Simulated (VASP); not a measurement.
Band structure of LaPb3 (space group Pm-3m). Level of theory: LDA (Ceperley-Alder, Perdew-Zunger), VASP's LDA PAW potentials (set 64) (plane waves; VASP).

Unless said otherwise, spin-orbit coupling is left out, though it shifts the bands of the heavy elements here.

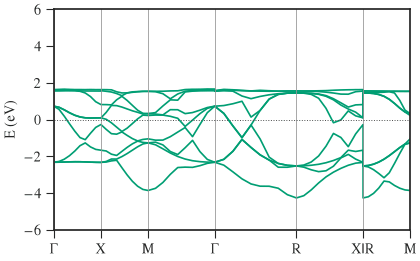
Bands along high-symmetry lines, zero at the valence-band maximum or, without a gap, the Fermi level

Q: Read the plot: is there a gap, and where are the band edges?

A: It has no gap at this level: it comes out as a metal or semimetal.

The structure comes from a computed database's LaPb3 entry; how it stands against other phases isn't given here. The cell was not relaxed at this level. The electron count is odd and the run is not spin-polarised, which forces a metal.
